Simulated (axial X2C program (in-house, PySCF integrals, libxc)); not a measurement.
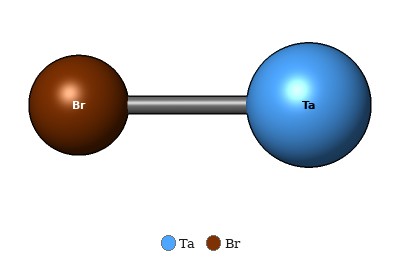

Fig. 1: The molecule at the reference distance of 2.427 Å.

**Relativistic diatomic calculation, with input and output: TaBr**

System: TaBr, single determinant with Ω = 1. The distance is the PBE0 minimum at charge 0.
Method: expectation values, HF and Kohn-Sham, two-component X2C with atomic mean-field Coulomb and Gaunt terms, Ta dyall-cv3z, Br dyall-cv3z (cores contracted) (axial X2C program (in-house, PySCF integrals, libxc)).

Output:
```
two-component X2C + atomic mean field  PBE0
basis functions 287  fitting functions 1481  grid points 5800
iter        total energy     max residual
   1     -18208.687830186     1.90e-05
   2     -18208.687830227     1.43e-05
   3     -18208.687830239     1.22e-05
   4     -18208.687830254     9.75e-06
   5     -18208.687830272     3.76e-06
   6     -18208.687830274     1.33e-06
   7     -18208.687830274     4.67e-07
converged
one-electron -26136.12386487  Coulomb 7797.97300694  exact exchange -101.66516425  xc functional -311.61768834  nuclear repulsion 557.08602138  atomic mean-field constant -14.34014114
```

Expectation values by level of theory:

```csv
quantity,PBE0,HF,PBE50,PBE,TPSSh
effective field for an electron dipole moment (GV/cm),−27.5,−24.3,−27.4,−27.1,−28.1
field gradient at the first nucleus (a.u.),1.46,−0.161,0.839,1.99,1.80
field gradient at the second nucleus (a.u.),1.65,0.969,1.54,1.73,1.66
"A∥/gI, first nucleus (MHz)",4290,3750,4230,4310,4130
"A∥/gI, second nucleus (MHz)",−65.2,−39.9,−54.1,−82.0,−74.2
```

Each column comes from one determinant with 2 or more unpaired spinors, which can mix states, in a basis with contracted cores. The levels disagree widely: A∥/gI at the second nucleus runs from −82.0 to −39.9 MHz and the field gradient at the first nucleus runs from −0.161 to 1.99 a.u. They may not all have settled in the same state, and these values aren't reliable properties of the molecule.

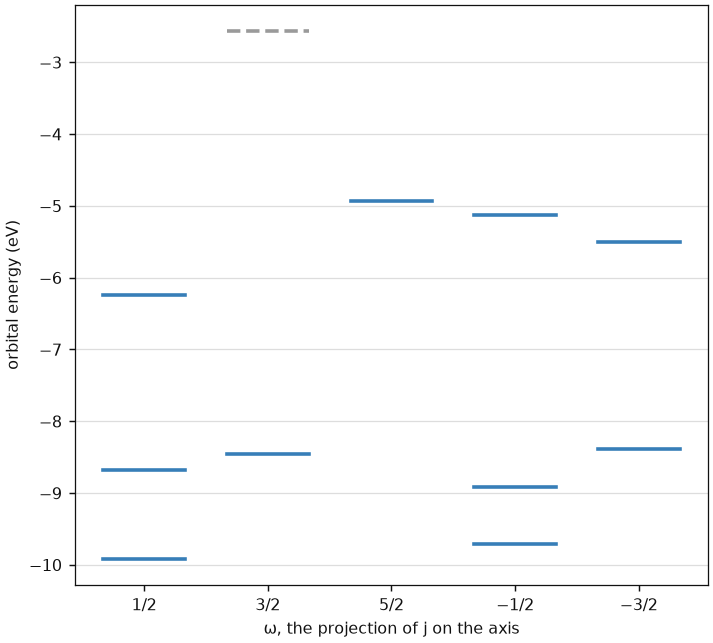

Fig. 2: Orbital energies (PBE0) near the frontier at 2.43 Å, filled (solid) and empty (dashed). The highest filled spinor (5/2; 100 % Ta d) lies at −4.93 eV, the lowest empty one (3/2; 78 % Ta d, 11 % Ta p) at −2.56 eV.

Input:
```
{"zs": [73, 35], "q": 0, "bas": ["dyall-cv3z", "dyall-cv3z"], "r0": 2.6, "levels": ["PBE0", "HF", "PBE50", "PBE", "TPSSh"], "nst": 3}
```

The line is the task of a batch: nuclear charges, charge, bases, the levels to run, a first guess of the distance and further settings. This report covers the levels named above. The log is that of the reference distance, started from orbitals converged before.

Launched within a batch (the task file carries these settings):
```bash
python <driver script> task.json out
```

Results in brief:

- outcome: converged; the levels of theory disagree widely
- hardware: 1 thread of Arm Neoverse N1, 54 GiB of memory available, shared host
- wall time: 21 s
- peak memory: 0.68 GiB
